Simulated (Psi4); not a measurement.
# A workflow on BNH4S (SMILES NBS), part 2 of 2

Psi4 1.11. The steps go on from the part before.

### Step 4. The energy at MP2/def2-TZVPP (density fitting, density fitting for correlation) (run 3)

File bh4ns.dat:

```
memory 1600 MB

molecule {
  0 1
  N     -1.83276222     0.81531478    -1.17451392
  B      0.21847880     0.33201543     0.41022175
  S      1.95050161    -2.65301107     0.12601450
  H     -2.46673321    -0.38569310    -2.51404439
  H     -2.82327162     2.43821157    -1.06490413
  H      0.84116245     1.86299784     1.94851928
  H      3.64468832    -2.21771266     1.96037165
  units bohr
  symmetry c1
}

set {
  basis def2-TZVPP
  reference rhf
  num_frozen_docc 7
}

energy("mp2")
print_variables()
```

Command:

```bash
psi4 -n 1 bh4ns.dat bh4ns.out
```

bh4ns.out (excerpt; [...] marks lines left out):

```text
[...]
  Running in c1 symmetry.
[...]
  Nuclear repulsion =   89.091952494984255
[...]
  Multiplicity = 1
[...]
  Nalpha       = 16
  Nbeta        = 16
[...]
    Number of basis functions: 160
[...]
   @DF-RHF iter   1:  -478.99572602211038   -6.27848e-01   3.12396e-03 ADIIS/DIIS
[...]
   @DF-RHF iter  12:  -479.11338851225895   -5.91172e-12   3.36139e-09 DIIS
[...]
    Orbital Energies [Eh]
    ---------------------
    Doubly Occupied:
       1A    -91.935830     2A    -15.559070     3A     -8.942798
       4A     -7.620933     5A     -6.624370     6A     -6.623503
       7A     -6.623065     8A     -1.167735     9A     -0.962907
      10A     -0.713100    11A     -0.689624    12A     -0.558303
      13A     -0.539763    14A     -0.460917    15A     -0.433120
      16A     -0.366554
[...]
  @DF-RHF Final Energy:  -479.11338851225895
   => Energetics <=
    Nuclear Repulsion Energy =             89.0919524949842554
    One-Electron Energy =                -836.7675016211287584
    Two-Electron Energy =                 268.5621606138855100
    Total Energy =                       -479.1133885122589504
[...]
 Multipole Moments:
 ------------------------------------------------------------------------------------
     Multipole            Electronic (a.u.)      Nuclear  (a.u.)        Total (a.u.)
 ------------------------------------------------------------------------------------
 L = 1.  Multiply by 2.5417464519 to convert [e a0] to [Debye]
 Dipole X            :          0.9631399           -1.4155563           -0.4524164
 Dipole Y            :         -1.7992683            2.3002822            0.5010139
 Dipole Z            :         -0.2464703            0.1453257           -0.1011447
 Magnitude           :                                                    0.6825875
[...]
```

Run time: 4.8 s. Hardware: 1 thread of Intel Xeon Platinum 8259CL at 2.50GHz (Skylake/Cascade Lake), shared host; peak memory 0.28 GiB.

### Step 5. The excited states at TD-wB97X-D/6-31G(d) (density fitting, Cartesian functions, save jk yes) (run 4)

File job.inp:

```
memory 1600 mb

molecule {
  0 1
  N
  B 1 r2
  S 2 r3 1 a3
  H 1 r4 2 a4 3 d4
  H 1 r5 4 a5 2 d5
  H 2 r6 1 a6 5 d6
  H 3 r7 2 a7 6 d7

  r2 = 1.395319
  r3 = 1.832441
  a3 = 119.85335
  r4 = 1.009423
  a4 = 124.41594
  d4 = 0.00964
  r5 = 1.00779
  a5 = 113.83424
  d5 = -179.98943
  r6 = 1.194816
  a6 = 119.98219
  d6 = 0.01837
  r7 = 1.341297
  a7 = 97.28942
  d7 = -0.0182
}

set basis 6-31G*
set reference rks
set save_jk true

from psi4.driver.procrouting.response.scf_response import tdscf_excitations
e, wfn = energy('wb97x-d', return_wfn=True)
states = tdscf_excitations(wfn, states=4, tda=False)
```

Command:

```bash
psi4 job.inp job.out -n 1
```

job.out:

```text
Psi4 1.11 release

   => Loading Basis Set <=

    Name: 6-31G*
    Role: ORBITAL
    Keyword: BASIS

   => WB97X-D: Empirical Dispersion <=

    Chai and Head-Gordon Dispersion Correction

        s6 =       1.000000

         ---------------------------------------------------------
                                   SCF
                              RKS Reference
                        1 Threads,   1525 MiB Core
         ---------------------------------------------------------

  ==> Geometry <==

    Molecular point group: c1
    Full point group: C1

    Geometry (in Angstrom), charge = 0, multiplicity = 1:

       Center              X                  Y                   Z               Mass
    ------------   -----------------  -----------------  -----------------  -----------------
         N            0.000009481509     0.833033036074    -1.534171625946    14.003074004430
         B            0.000009481509     0.833033036074    -0.138852625946    11.009305360000
         S            0.000009481509    -0.756247309741     0.773303063007    31.972071174400
         H           -0.000130625071     0.000303195314    -2.104694005530     1.007825032230
         H           -0.000016395123     1.690011178543    -2.064482050848     1.007825032230
         H           -0.000353583371     1.867959631423     0.458233703054     1.007825032230
         H           -0.000035500007    -0.241572807948     2.011926410676     1.007825032230

  Running in c1 symmetry.

  Rotational constants: A =      1.51974  B =      0.17497  C =      0.15691 [cm^-1]
  Rotational constants: A =  45560.79968  B =   5245.51019  C =   4703.93619 [MHz]
  Nuclear repulsion =   89.091932732064194

  Charge       = 0
  Multiplicity = 1
  Electrons    = 32
  Nalpha       = 16
  Nbeta        = 16

  ==> Algorithm <==

  SCF Algorithm Type is DF.
  DIIS enabled.
  MOM disabled.
  Fractional occupation disabled.
  Guess Type is SAD.
  Energy threshold   = 1.00e-06
  Density threshold  = 1.00e-06
  Integral threshold = 1.00e-12

  ==> Primary Basis <==

  Basis Set: 6-31G*
    Blend: 6-31G*
    Number of shells: 28
    Number of basis functions: 57
    Number of Cartesian functions: 57
    Spherical Harmonics?: false
    Max angular momentum: 2

  ==> DFT Potential <==

   => LibXC <=

    Version 7.1.2

   => Composite Functional: WB97X-D <=

    wB97X-D Hyb-GGA Exchange-Correlation Functional

    Deriv               =              1
    GGA                 =           TRUE
    Meta                =          FALSE

    Exchange Hybrid     =           TRUE
    MP2 Hybrid          =          FALSE

   => Exchange-Correlation Functionals <=

    1.0000   wB97X-D range-separated functional

   => Exact (HF) Exchange <=

    0.7780            HF,LR [omega = 0.2000]
    0.2220               HF

   => LibXC Density Thresholds  <==

    XC_HYB_GGA_XC_WB97X_D:  1.00E-14

   => Molecular Quadrature <=

    Radial Scheme          =       TREUTLER
    Pruning Scheme         =           NONE
    Nuclear Scheme         =       TREUTLER

    Blocking Scheme        =         OCTREE
    BS radius alpha        =              1
    Pruning alpha          =              1
    Radial Points          =             75
    Spherical Points       =            302
    Total Points           =         150421
    Total Blocks           =           1200
    Max Points             =            256
    Max Functions          =             56
    Weights Tolerance      =       1.00E-15

   => Loading Basis Set <=

    Name: (6-31G* AUX)
    Role: JKFIT
    Keyword: DF_BASIS_SCF

  ==> Integral Setup <==

  DFHelper Memory: AOs need 0.030 GiB; user supplied 0.903 GiB.
  SCF_SUBTYPE=INCORE selected. In-core MEM_DF algorithm will be used.
  Using in-core AOs.

  ==> MemDFJK: Density-Fitted J/K Matrices <==

    J tasked:                   Yes
    K tasked:                   Yes
    wK tasked:                  Yes
    Omega:                2.000E-01
    Memory [MiB]:               924
    Algorithm:                 Core
    Schwarz Cutoff:           1E-12
    Mask sparsity (%):       0.4309
    Fitting Condition:        1E-10

   => Auxiliary Basis Set <=

  Basis Set: (6-31G* AUX)
    Blend: CC-PVDZ-JKFIT
    Number of shells: 120
    Number of basis functions: 392
    Number of Cartesian functions: 392
    Spherical Harmonics?: false
    Max angular momentum: 3

  Cached 100.0% of DFT collocation blocks in 0.215 [GiB].

  Minimum eigenvalue in the overlap matrix is 8.1598610123E-03.
  Reciprocal condition number of the overlap matrix is 1.2868443644E-03.
    Using symmetric orthogonalization.

  ==> Pre-Iterations <==

  SCF Guess: Superposition of Atomic Densities via on-the-fly atomic UHF (no occupation information).

   -------------------------
    Irrep   Nso     Nmo
   -------------------------
     A         57      57
   -------------------------
    Total      57      57
   -------------------------

  ==> Iterations <==

                           Total Energy        Delta E     RMS |[F,P]|

   @DF-RKS iter SAD:  -479.63202269636838   -4.79632e+02   0.00000e+00
   @DF-RKS iter   1:  -480.07580502654605   -4.43782e-01   9.77720e-03 ADIIS/DIIS
   @DF-RKS iter   2:  -480.10302132383282   -2.72163e-02   9.15303e-03 ADIIS/DIIS
   @DF-RKS iter   3:  -480.21727097999621   -1.14250e-01   8.75930e-04 ADIIS/DIIS
   @DF-RKS iter   4:  -480.21853160825702   -1.26063e-03   1.88997e-04 ADIIS/DIIS
   @DF-RKS iter   5:  -480.21861700922119   -8.54010e-05   3.83862e-05 DIIS
   @DF-RKS iter   6:  -480.21862221849784   -5.20928e-06   1.01956e-05 DIIS
   @DF-RKS iter   7:  -480.21862278137735   -5.62880e-07   3.09045e-06 DIIS
   @DF-RKS iter   8:  -480.21862284031988   -5.89425e-08   1.14920e-06 DIIS
   @DF-RKS iter   9:  -480.21862284518051   -4.86062e-09   2.45947e-07 DIIS
  Energy and wave function converged.

  ==> Post-Iterations <==

   Electrons on quadrature grid:
      Ntotal   =   32.0000099050 ; deviation = 9.905e-06

    Orbital Energies [Eh]
    ---------------------

    Doubly Occupied:

       1A    -89.020659     2A    -14.456567     3A     -8.045371
       4A     -6.873537     5A     -5.994771     6A     -5.990313
       7A     -5.986737     8A     -0.972428     9A     -0.822521
      10A     -0.614438    11A     -0.606089    12A     -0.482778
      13A     -0.482238    14A     -0.399463    15A     -0.383187
      16A     -0.324521

    Virtual:

      17A      0.101823    18A      0.115780    19A      0.179354
      20A      0.188063    21A      0.226216    22A      0.308226
      23A      0.315729    24A      0.430874    25A      0.446862
      26A      0.467391    27A      0.467765    28A      0.539316
      29A      0.559613    30A      0.641461    31A      0.747360
      32A      0.820017    33A      0.824488    34A      0.838660
      35A      0.848846    36A      0.878534    37A      0.941769
      38A      0.978697    39A      1.001808    40A      1.043730
      41A      1.088513    42A      1.240088    43A      1.276843
      44A      1.319002    45A      1.357802    46A      1.447328
      47A      1.744340    48A      1.803198    49A      1.900095
      50A      1.971393    51A      2.249116    52A      2.318005
      53A      2.650936    54A      2.694312    55A      3.561364
      56A      3.925699    57A      4.040636

    Final Occupation by Irrep:
              A
    DOCC [    16 ]
    NA   [    16 ]
    NB   [    16 ]

  @DF-RKS Final Energy:  -480.21862284518051

   => Energetics <=

    Nuclear Repulsion Energy =             89.0919327320641941
    One-Electron Energy =                -837.0731722031482605
    Two-Electron Energy =                 295.0004711985416748
    DFT Exchange-Correlation Energy =     -27.2365135887657814
    Empirical Dispersion Energy =          -0.0013409838723065
    VV10 Nonlocal Energy =                  0.0000000000000000
    Total Energy =                       -480.2186228451805050

Computation Completed

Properties will be evaluated at   0.000000,   0.000000,   0.000000 [a0]

Properties computed using the SCF density matrix

 Multipole Moments:

 ------------------------------------------------------------------------------------
     Multipole            Electronic (a.u.)      Nuclear  (a.u.)        Total (a.u.)
 ------------------------------------------------------------------------------------

 L = 1.  Multiply by 2.5417464519 to convert [e a0] to [Debye]
 Dipole X            :          0.0004503           -0.0005114           -0.0000611
 Dipole Y            :         -1.7778546            2.2925036            0.5146491
 Dipole Z            :          0.8257414           -1.4354954           -0.6097539
 Magnitude           :                                                    0.7979120

 ------------------------------------------------------------------------------------

	total time  =          7 seconds =       0.12 minutes

******************************************************************************************
**********                               WARNING                                **********
**********       The names of excited state variables changed between 1.5       **********
**********     and 1.6. For a quick solution, remove the symmetry specifier     **********
**********   from the variable name. For full details, see 'Notes on Psivars'   **********
**********                        in the documentation.                         **********
******************************************************************************************

         ---------------------------------------------------------
                         TDSCF excitation energies
         ---------------------------------------------------------

  ==> Options <==

     Residual threshold  : 1.0000e-04
     Initial guess       : denominators
     Reference           : RHF
     Solver type         : RPA (Hamiltonian)

  ==> Requested Excitations <==

      4 singlet states with A symmetry

  ==> Seeking the lowest 4 singlet states with A symmetry

                        Generalized Hamiltonian Solver

  ==> Options <==

    Max number of iterations        = 60
    Eigenvector tolerance           = 1.0000e-04
    Max number of expansion vectors = 800

  => Iterations <=
                              Max[D[value]]     Max[|R|]   # vectors
  HamiltonianSolver iter   1:   3.24589e-01  2.15608e-01     16
  HamiltonianSolver iter   2:   1.42028e-02  5.95163e-02     24
  HamiltonianSolver iter   3:   8.46036e-04  1.52590e-02     32
  HamiltonianSolver iter   4:   4.86104e-05  3.67337e-03     40
  HamiltonianSolver iter   5:   2.82111e-06  1.04754e-03     48
  HamiltonianSolver iter   6:   6.57222e-04  6.94402e-02     54
  HamiltonianSolver iter   7:   1.01072e-03  1.26735e-02     58
  HamiltonianSolver iter   8:   3.06605e-05  2.98939e-03     60
  HamiltonianSolver iter   9:   1.36883e-06  6.47951e-04     62
  HamiltonianSolver iter  10:   6.83981e-08  1.68855e-04     64
  HamiltonianSolver iter  11:   4.16023e-09  4.96845e-05     66      Converged

******************************************************************************************
**********                               WARNING                                **********
**********  Length-gauge rotatory strengths are **NOT** gauge-origin invariant  **********
******************************************************************************************

                                    Excitation Energy         Total Energy        Oscillator Strength             Rotatory Strength
     #   Sym: GS->ES (Trans)        au              eV              au          au (length)    au (velocity)    au (length)    au (velocity)
    ---- -------------------- --------------- --------------- --------------- --------------- --------------- --------------- ---------------
     1        A->A (1 A)       0.24524         6.67322        -479.97339       0.0010          0.0008         -0.0001         -0.0000
     2        A->A (1 A)       0.26226         7.13658        -479.95636       0.1701          0.1340          0.0001          0.0001
     3        A->A (1 A)       0.28949         7.87751        -479.92913       0.0001          0.0000         -0.0003         -0.0003
     4        A->A (1 A)       0.31924         8.68684        -479.89939       0.1548          0.1631          0.0003          0.0004

Contributing excitations and de-excitations
Only contributions with abs(coeff) > 1.00e-01 will be printed:

Excited State    1 (1 A):   0.24524 au   185.79 nm f = 0.0010
  Sums of squares: Xssq =  1.000857e+00; Yssq =  8.568645e-04; Xssq - Yssq =  1.000000e+00
     14a  ->  18a     0.150242 ( 2.257%)
     16a  ->  18a    -0.969750 (94.042%)
     16a  ->  19a     0.130801 ( 1.711%)

Excited State    2 (1 A):   0.26226 au   173.73 nm f = 0.1701
  Sums of squares: Xssq =  1.005298e+00; Yssq =  5.298385e-03; Xssq - Yssq =  1.000000e+00
     15a  ->  18a    -0.162294 ( 2.634%)
     15a  ->  20a     0.119337 ( 1.424%)
     16a  ->  17a     0.969895 (94.070%)

Excited State    3 (1 A):   0.28949 au   157.39 nm f = 0.0001
  Sums of squares: Xssq =  1.000818e+00; Yssq =  8.176700e-04; Xssq - Yssq =  1.000000e+00
     13a  ->  17a     0.122959 ( 1.512%)
     15a  ->  17a     0.980846 (96.206%)
     16a  ->  20a    -0.122512 ( 1.501%)

Excited State    4 (1 A):   0.31924 au   142.73 nm f = 0.1548
  Sums of squares: Xssq =  1.003462e+00; Yssq =  3.461702e-03; Xssq - Yssq =  1.000000e+00
     12a  ->  18a     0.119786 ( 1.435%)
     14a  ->  17a    -0.319610 (10.215%)
     15a  ->  18a    -0.907128 (82.288%)
     15a  ->  19a     0.108984 ( 1.188%)
     15a  ->  20a    -0.103448 ( 1.070%)
     16a  ->  17a    -0.166956 ( 2.787%)

******************************************************************************************
**********                               WARNING                                **********
**********       The names of excited state variables changed between 1.5       **********
**********     and 1.6. For a quick solution, remove the symmetry specifier     **********
**********   from the variable name. For full details, see 'Notes on Psivars'   **********
**********                        in the documentation.                         **********
******************************************************************************************

    Psi4 run time: 0:00:25.78
```

Wall time 28 s (1 thread of Intel Xeon Platinum 8259CL at 2.50GHz (Skylake/Cascade Lake), shared host); peak memory 0.47 GiB.

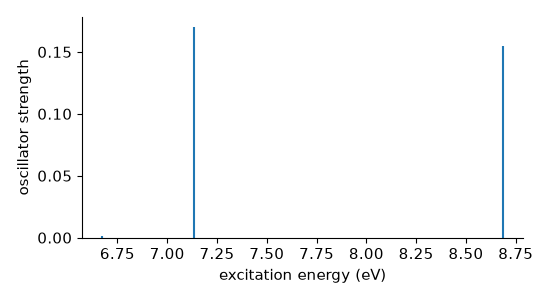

Vertical excitations as sticks.

The roots found:

```
excited state  energy (eV)  strength  label
            1        6.673    0.0010    A 1
            2        7.137    0.1701    A 1
            3        7.878    0.0001    A 1
            4        8.687    0.1548    A 1
```

### Step 6. Outcome

What follows sums up all 2 parts.

| quantity | value |
| --- | --- |
| run 1, wB97X-D/6-31G*: total energy at the end | -480.21862 Eh |
| run 1, wB97X-D/6-31G*: dipole moment | 2.03 D |
| run 1, wB97X-D/6-31G*: HOMO energy | -8.83 eV |
| run 1, wB97X-D/6-31G*: LUMO energy | 2.77 eV |
| run 1, wB97X-D/6-31G*: HOMO–LUMO gap | 11.60 eV |
| run 1, wB97X-D/6-31G*: dispersion energy | -3.52 kJ/mol |
| run 2, wB97X-D/6-31G*: lowest harmonic wavenumber | 320 cm⁻¹ |
| run 2, wB97X-D/6-31G*: highest harmonic wavenumber | 3745 cm⁻¹ |
| run 2, wB97X-D/6-31G*: zero-point energy | 132.3 kJ/mol |
| run 2, wB97X-D/6-31G*: ideal-gas entropy at 600 K (symmetry number 1 as used) | 80.1 cal/(mol K) |
| run 3, MP2/def2-TZVPP: total energy | -479.60962 Eh |
| run 3, MP2/def2-TZVPP: HOMO energy (Hartree–Fock orbitals) | -9.97 eV |
| run 3, MP2/def2-TZVPP: LUMO energy (Hartree–Fock orbitals) | 3.20 eV |
| run 3, MP2/def2-TZVPP: HOMO–LUMO gap (Hartree–Fock orbitals) | 13.17 eV |
| run 3, MP2/def2-TZVPP: correlation energy (7 core orbitals frozen) | -496.2 mEh |
| run 4, TD-wB97X-D/6-31G*: ground-state or mean-field energy | -480.21862 Eh |
| run 4, TD-wB97X-D/6-31G*: dipole moment (wB97X-D Kohn–Sham density) | 2.03 D |
| run 4, TD-wB97X-D/6-31G*: HOMO energy (wB97X-D Kohn–Sham orbitals) | -8.83 eV |
| run 4, TD-wB97X-D/6-31G*: LUMO energy (wB97X-D Kohn–Sham orbitals) | 2.77 eV |
| run 4, TD-wB97X-D/6-31G*: HOMO–LUMO gap (wB97X-D Kohn–Sham orbitals) | 11.60 eV |
| run 4, TD-wB97X-D/6-31G*: dispersion energy | -3.52 kJ/mol |
| run 4, TD-wB97X-D/6-31G*: lowest excitation energy | 6.67 eV |

**Reading.** The optimisation (run 1, wB97X-D/6-31G*) took 7 steps and changed the energy by -0.600 eV. All 15 modes (run 2, wB97X-D/6-31G*) are real, so the shape is a minimum at this level. The brightest of the 4 transitions from the ground state lies at 7.14 eV (174 nm, f = 0.170); the lowest, at 6.67 eV, has f = 0.001. The basis has no diffuse functions, so Rydberg states are missing or pushed up, and the true lowest state may lie lower.
